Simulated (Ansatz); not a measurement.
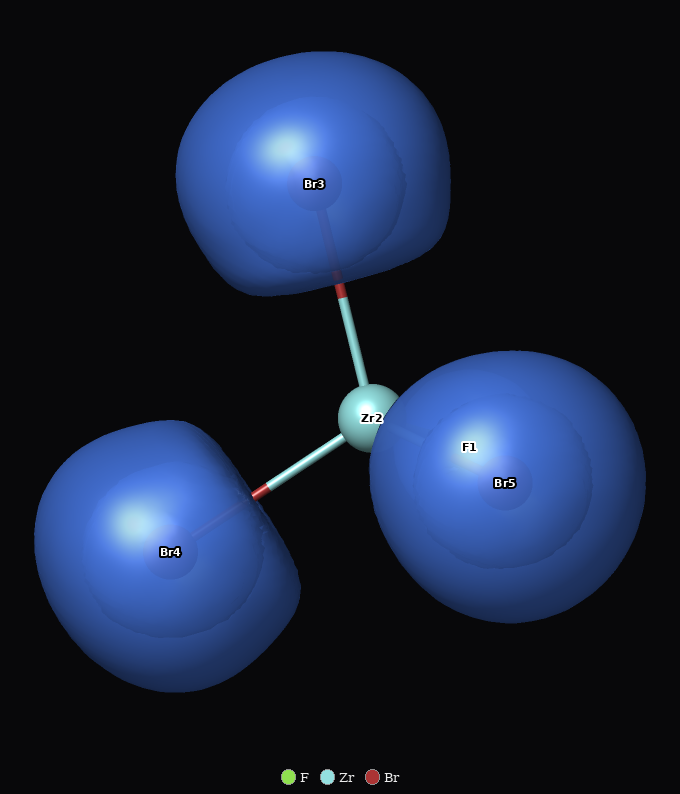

The picture shows: Br3FZr (SMILES [F][Zr]([Br])([Br])[Br]). Isosurface of the ELF at 0.75 (blue), seen at a tilt. Core shells and regions of very low density are left out.

Geometry: PBE0-D4/def2-TZVP; core potentials replace the inner electrons of Zr.

All numbers below come from Ansatz, RKS PBE0-D4/def2-TZVPP.

Input

```
crystal:
  periodic: [false, false, false]
  atoms:
    - {symbol: F, position_ang: [-0.574694, -0.193423, 1.880981]}
    - {symbol: Zr, position_ang: [-0.022803, -0.024722, 0.097693]}
    - {symbol: Br, position_ang: [1.988981, -1.420800, -0.263568]}
    - {symbol: Br, position_ang: [-1.849218, -0.782879, -1.391001]}
    - {symbol: Br, position_ang: [0.507734, 2.348223, -0.365406]}
basis:
  gaussian: {orbitals: def2-TZVPP}
hamiltonian: {xc: pbe0, dispersion: d4}
output: {orbitals: {seedname: orbitals}}
```

Run with:

```sh
ansatz run in.yaml --threads 4 --pin off --events-out ev --progress --plain --max-ram 11315MiB
```

Question: Where are the electrons localised?

Answer: The surface consists of three regions wrapped around Br (the valence shell of each) and one region wrapped around F (its valence shell). Along the contacts the grid gives the following. Zr–F (1.87 Å): the ELF peaks at about 0.85 in the valence shell of F, 0.5 Å from its nucleus, and drops to about 0.25 between the two atoms. Zr–Br (2.48 Å): the ELF peaks at about 0.80 in the valence shell of Br, 1.0 Å from its nucleus, and is about 0.45 at the midpoint.
